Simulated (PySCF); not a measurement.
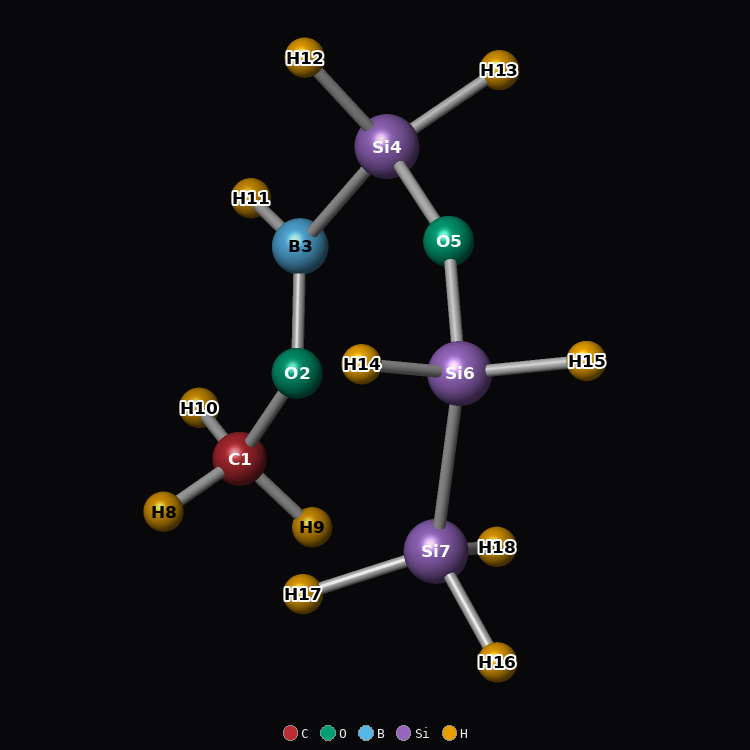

Computed geometry: GFN2-xTB optimisation. No frequency run is at hand to confirm it as a minimum. Electric field gradients from the ground-state density, PBE0/pcSseg-1 (PySCF 2.14.0), non-relativistic apart from any core potentials.

Give the largest field-gradient component, the quadrupole coupling constant and the asymmetry for 17O at O2 (Q = −25.6 mb), 11B at B3 (Q = 40.59 mb), 17O at O5 (Q = −25.6 mb), 2H at H8 (Q = 2.86 mb), 2H at H9 (Q = 2.86 mb), 2H at H10 (Q = 2.86 mb), 2H at H11 (Q = 2.86 mb).

```tsv
atom	V_zz (a.u.)	e²qQ/h (MHz)	η
O2	1.431	−8.61	0.46
B3	0.445	4.25	0.34
O5	1.118	−6.72	0.13
H8	0.297	0.200	0.08
H9	0.297	0.200	0.08
H10	0.292	0.197	0.09
H11	0.217	0.146	0.03
```

The geometry is semi-empirical. Around B, Si such bond lengths and angles can be off by a tenth of an ångström or more and by several degrees, and values that hang on the shape move with them.
